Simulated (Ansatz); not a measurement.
Input

```
crystal:
  periodic: [false, false, false]
  atoms:
    - { symbol: Ti, position_ang: [0.0, 0.0, 0.0] }
    - { symbol: F, position_ang: [0.0, 0.0, 2.18] }
    - { symbol: F, position_ang: [1.7257, 0.0, -0.6094] }
    - { symbol: F, position_ang: [-0.8619, 1.4933, -0.6094] }
    - { symbol: F, position_ang: [-0.8619, -1.4933, -0.6094] }
    - { symbol: S, position_ang: [-2.5623, 0.0, 0.8514] }
    - { symbol: H, position_ang: [-3.3179, -0.8728, 0.0594] }
    - { symbol: H, position_ang: [-1.2517, 0.0, 2.0365] }
basis:
  gaussian: { orbitals: def2-SVP }
hamiltonian:
  xc: b3lyp
relax:
  f_tol: 0.15
  max_steps: 25
  restrain:
    - { distance: [0, 5], at: 2.4, k: 30.0 }
    - { distance: [7, 1], at: 0.92, k: 30.0 }
    - { distance: [0, 1], at: 3.03, k: 30.0 }
    - { distance: [7, 5], at: 2.6, k: 30.0 }
output:
  orbitals: {}
```

Command:

```sh
ansatz run input.yaml --threads 4 --pin off --max-ram 5120MiB --backend cpu --events-out ev --progress --plain --runs-dir out
```

The fields are those of the run's last geometry, not of the input's.

Not at a stationary point (largest force 0.6 eV/Å).

Computed with RKS B3LYP/def2-SVP in Ansatz.

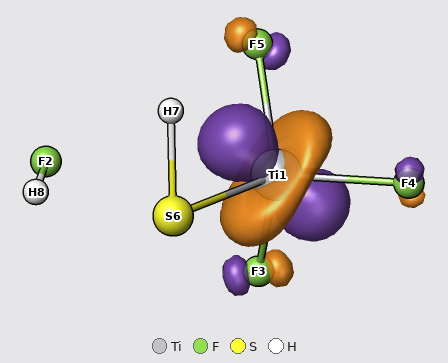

F₃HSTi···HF. The LUMO at ±0.3 Å⁻³ᐟ² (orange and purple are the two phases), seen from one side.

### Where does this orbital lie, and at what energy?

It lies mainly on Ti1 (about 80 %), F5 (about 5 %) and F3 (about 5 %). Its energy is −3.47 eV.
